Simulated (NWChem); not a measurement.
# CH4N (SMILES [CH2]N): levels of theory compared

We compute a comparison of 6 runs (UPBE/def2-TZVP, U-r2SCAN/def2-TZVP, U-revPBE/def2-TZVP, UBLYP/def2-TZVP, USVWN5/def2-TZVP, UTPSS/def2-TZVP) of CH4N. 

Program for the calculation: NWChem 7.3.0.

## Step 1: The system as given

CH4N: 6 atoms, total charge 0, spin state doublet. SMILES: `[CH2]N`. The shape is that of a PBE0-D4/def2-TZVP optimisation. This is one conformer, not always the lowest.

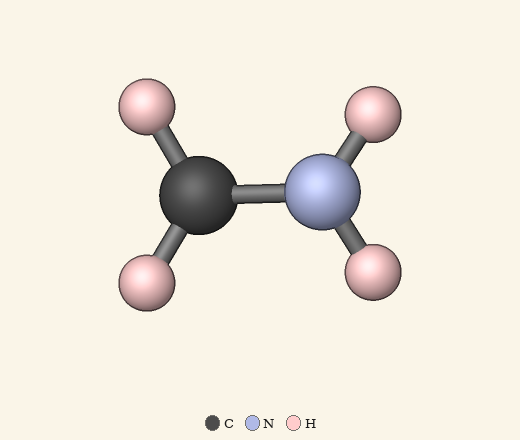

Viewed from a chosen angle; carbon dark grey, nitrogen light blue, hydrogen pink.

## Step 2: Energy and gradient at UPBE/def2-TZVP (run 1)

The input, a.nw:

```
START a
memory total 2200 mb
charge 0

GEOMETRY units au noautosym nocenter noautoz
  C   -0.60452339  -1.07978951  -0.36925248
  N    0.69617510   1.02876690   0.48017941
  H   -2.42924293  -1.44186103   0.47734482
  H    0.52005263  -2.66999404  -0.98946060
  H    2.26842724   1.47134076  -0.49964359
  H   -0.37133118   2.57059445   0.81333812
END

BASIS spherical bse
  C library def2-TZVP
  N library def2-TZVP
  H library def2-TZVP
END

DFT
  xc xpbe96 cpbe96
  mult 2
  grid xfine
  convergence energy 1e-08
  iterations 100
  mulliken
  print low
END

TASK dft gradient
```

On the command line:

```bash
$ nwchem a.nw > a.out
```

What it wrote:

```text
[...]
 d= 0,ls=0.0,diis     1    -95.0884012887 -1.32D+02  2.40D-03  8.61D-02     2.7
[...]
 d= 0,ls=0.0,diis     8    -95.1141545882 -5.79D-09  4.87D-06  1.44D-07    20.6
[...]
         Total DFT energy =      -95.114154588231
      One electron energy =     -201.420213192641
           Coulomb energy =       82.697507781127
    Exchange-Corr. energy =      -13.685566959031
 Nuclear repulsion energy =       37.294117782315
[...]
      Total Density - Mulliken Population Analysis
     ---------------------------------------------
    Atom       Charge   Shell Charges
 -----------   ------   -------------------------------------------------------
    1 C    6     6.30   0.85  1.12  0.52  0.62  0.15  1.30  1.16  0.50  0.02  0.04  0.01
    2 N    7     7.39   0.82  1.15  0.55  0.79  0.17  1.59  1.58  0.70  0.01  0.03  0.00
    3 H    1     0.88   0.28  0.48  0.11  0.02
    4 H    1     0.88   0.28  0.48  0.11  0.02
    5 H    1     0.77   0.28  0.40  0.06  0.04
    6 H    1     0.77   0.28  0.40  0.06  0.04
[...]
      <S2> =      0.7528 (Exact =     0.7500)
                         DFT ENERGY GRADIENTS
    atom               coordinates                        gradient
                 x          y          z           x          y          z
   1 C      -0.604523  -1.079790  -0.369252    0.002016   0.002007   0.002532
   2 N       0.696175   1.028767   0.480179   -0.001231   0.002050  -0.004201
   3 H      -2.429243  -1.441861   0.477345    0.004306   0.000857  -0.001877
   4 H       0.520053  -2.669994  -0.989461   -0.002527   0.003682   0.001527
   5 H       2.268427   1.471341  -0.499644   -0.006656  -0.002053   0.003684
   6 H      -0.371331   2.570594   0.813338    0.004091  -0.006544  -0.001666
 Task  times  cpu:       25.8s     wall:       25.8s
 Total times  cpu:       25.8s     wall:       25.8s
```

It took 26 s on 1 thread of AMD EPYC 9R45 (Zen 5), shared host; peak memory 0.15 GiB.

## Step 3: Energy and gradient at U-r2SCAN/def2-TZVP (run 2)

The input, run.py:

```python
from ase import Atoms
from ase.calculators.nwchem import NWChem

system = Atoms(['C', 'N', 'H', 'H', 'H', 'H'], positions=[
    [-0.319900, -0.571400, -0.195400],
    [0.368400, 0.544400, 0.254100],
    [-1.285500, -0.763000, 0.252600],
    [0.275200, -1.412900, -0.523600],
    [1.200400, 0.778600, -0.264400],
    [-0.196500, 1.360300, 0.430400],
])

calc = NWChem(
    label='mol',
    theory='dft',
    memory='2200 mb',
    basis='def2-TZVP',
    basispar='spherical bse',
    dft={'xc': 'r2scan', 'mult': '2', 'grid': 'xfine', 'convergence': 'energy 1e-08', 'iterations': '100', 'mulliken': None},
)
system.calc = calc

forces = system.get_forces()
print(f"energy = {system.get_potential_energy():.6f} eV")
print("forces (eV/A):")
for s, f in zip(system.symbols, forces):
    print(f"{s:2s} {f[0]:10.5f} {f[1]:10.5f} {f[2]:10.5f}")
```

On the command line:

```bash
$ export ASE_NWCHEM_COMMAND="nwchem PREFIX.nwi > PREFIX.nwo"
$ python run.py
```

What it wrote:

```text
energy = -2590.042899 eV
forces (eV/A):
C    -0.13704   -0.23556   -0.08665
N     0.13092    0.14594    0.14167
H    -0.00154    0.00884   -0.00345
H     0.00129    0.00869   -0.00519
H     0.03764    0.02129   -0.04042
H    -0.03126    0.05081   -0.00596
```

The calculator wrote mol.nwi:

```
title "mol"

permanent_dir mol

scratch_dir mol

start mol

geometry units angstrom nocenter noautosym noautoz
  C  -3.1990000000000002e-01 -5.7140000000000002e-01 -1.9539999999999999e-01
  N  3.6840000000000001e-01 5.4440000000000000e-01 2.5409999999999999e-01
  H  -1.2855000000000001e+00 -7.6300000000000001e-01 2.5259999999999999e-01
  H  2.7520000000000000e-01 -1.4129000000000000e+00 -5.2359999999999995e-01
  H  1.2003999999999999e+00 7.7859999999999996e-01 -2.6440000000000002e-01
  H  -1.9650000000000001e-01 1.3603000000000001e+00 4.3040000000000000e-01
end

memory 2200 mb

basis spherical bse noprint
   * library def2-TZVP
end

dft
  xc r2scan
  mult 2
  grid xfine
  convergence energy 1e-08
  iterations 100
  mulliken
end

task dft gradient
```

mol.nwo:

```text
Northwest Computational Chemistry Package (NWChem) 7.3.0
             --------------------------------------------------------

           Job information
           ---------------

    nwchem branch   = 7.3.0
    use scalapack   = T
    input           = mol.nwi
    prefix          = mol.
    data base       = mol/mol.db
    status          = startup
    nproc           =        1

           Memory information
           ------------------

    heap     =     72089596 doubles =      550.0 Mbytes
    stack    =     72089601 doubles =      550.0 Mbytes
    global   =    144179200 doubles =     1100.0 Mbytes (distinct from heap & stack)
    total    =    288358397 doubles =     2200.0 Mbytes
    verify   = yes
    hardfail = no

[... 117 lines left out ...]
          Convergence on energy requested:  1.00D-08
[... 23 lines left out ...]
          Convergence Information
[... 30 lines left out ...]
 1-e energy   =    -199.256906
[... 56 lines left out ...]
      One electron energy =     -201.439364240942
[... 8 lines left out ...]
                    DFT Final Alpha Molecular Orbital Analysis
[... 1348 lines left out ...]
          Convergence on gradient requested:  5.00D-04
[... 24 lines left out ...]
          total energy or number of iterations.
[... 37 lines left out ...]
                 ----------------------------------------
                 |  Time  |  1-e(secs)   |  2-e(secs)   |
                 ----------------------------------------
                 |  CPU   |       0.00   |       2.26   |
                 ----------------------------------------
                 |  WALL  |       0.00   |       2.26   |
                 ----------------------------------------

 Task  times  cpu:       44.6s     wall:       44.6s
 Total times  cpu:       44.6s     wall:       44.6s
```

Run time: 46 s. Hardware: 1 thread of AMD EPYC 9R45 (Zen 5), shared host; peak memory 0.15 GiB.

Runs 3 to 5 aren't shown in full; the table further down has their settings and results.

## Step 4: Energy and forces at UTPSS/def2-TZVP (run 6)

The input, job.nw:

```
start job
memory 2200 mb
charge 0
geometry units angstroms noautosym nocenter noautoz
  C    -0.319900   -0.571400   -0.195400
  N     0.368400    0.544400    0.254100
  H    -1.285500   -0.763000    0.252600
  H     0.275200   -1.412900   -0.523600
  H     1.200400    0.778600   -0.264400
  H    -0.196500    1.360300    0.430400
end
basis spherical bse
  * library def2-TZVP
end
dft
  xc xtpss03 ctpss03
  mult 2
  grid xfine
  convergence energy 1e-08
  maxiter 100
  mulliken
end
task dft gradient
```

On the command line:

```bash
$ nwchem job.nw > job.out
```

What it wrote:

```text
[...]
          Wavefunction type:  spin polarized.
          No. of atoms     :     6
          No. of electrons :    17
[...]
          Charge           :     0
          Spin multiplicity:     2
[...]
          AO basis - number of functions:    86
[...]
              XC Information
              --------------
                  TPSS metaGGA Exchange Functional  1.000
             TPSS03 metaGGA Correlation Functional  1.000
[...]
 d= 0,ls=0.0,diis     1    -95.2290451792 -1.33D+02  2.26D-03  6.38D-02     3.4
[...]
 d= 0,ls=0.0,diis    11    -95.2547928713 -4.93D-09  4.92D-07  1.63D-09    35.9
[...]
         Total DFT energy =      -95.254792871299
      One electron energy =     -201.448568167876
           Coulomb energy =       82.744790482157
    Exchange-Corr. energy =      -13.845135638045
 Nuclear repulsion energy =       37.294120452466
[...]
      Total Density - Mulliken Population Analysis
     ---------------------------------------------
    Atom       Charge   Shell Charges
 -----------   ------   -------------------------------------------------------
    1 C    6     6.29   0.86  1.12  0.52  0.63  0.15  1.28  1.20  0.47  0.02  0.05  0.01
    2 N    7     7.43   0.82  1.15  0.55  0.79  0.17  1.58  1.62  0.69  0.01  0.04  0.00
    3 H    1     0.88   0.28  0.48  0.10  0.02
    4 H    1     0.88   0.28  0.48  0.10  0.02
    5 H    1     0.76   0.28  0.39  0.06  0.03
    6 H    1     0.76   0.28  0.39  0.06  0.03
[...]
      <S2> =      0.7539 (Exact =     0.7500)
[...]
  wavefunction    = open shell
                         DFT ENERGY GRADIENTS
    atom               coordinates                        gradient
                 x          y          z           x          y          z
   1 C      -0.604523  -1.079789  -0.369252    0.005173   0.006644   0.004998
   2 N       0.696175   1.028767   0.480179   -0.003682  -0.002200  -0.005573
   3 H      -2.429243  -1.441861   0.477345    0.001565   0.000322  -0.001342
   4 H       0.520053  -2.669994  -0.989461   -0.001349   0.001516   0.000113
   5 H       2.268427   1.471341  -0.499644   -0.004428  -0.001645   0.002682
   6 H      -0.371331   2.570594   0.813338    0.002721  -0.004638  -0.000878
[...]
```

Wall time 47 s (1 thread of AMD EPYC 9R45 (Zen 5), shared host); peak memory 0.15 GiB.

## Step 5: Overview of the runs

```csv
run,level,energy (Eh),⟨S²⟩,largest force (eV/Å),wall time
1,UPBE/def2-TZVP,-95.114155,0.753,0.406,26 s
2,U-r2SCAN/def2-TZVP,-95.182322,0.756,0.286,46 s
3,U-revPBE/def2-TZVP,-95.212569,0.753,0.423,32 s
4,UBLYP/def2-TZVP,-95.199261,0.753,0.523,25 s
5,USVWN5/def2-TZVP,-94.396864,0.752,0.789,14 s
6,UTPSS/def2-TZVP,-95.254793,0.754,0.504,47 s
```

## Step 6: Outcome

| quantity | value |
| --- | --- |
| run 6: total energy | -95.25479 Eh |
| run 6: dipole moment | 1.23 D |
| run 6: HOMO energy (highest over α and β) | -3.10 eV |
| run 6: LUMO energy (lowest over α and β) | -0.99 eV |
| run 6: ⟨S²⟩ | 0.754 |
| run 6: largest force on an atom | 0.504 eV/Å |

In words: Over runs 2, 3, 4, 5, 6 the dipole moment (its size) runs from 1.20 D (U-r2SCAN/def2-TZVP) to 1.36 D (USVWN5/def2-TZVP). Totals of different functionals can't be ranked against each other. All runs together took 3.2 min, the longest 47 s.
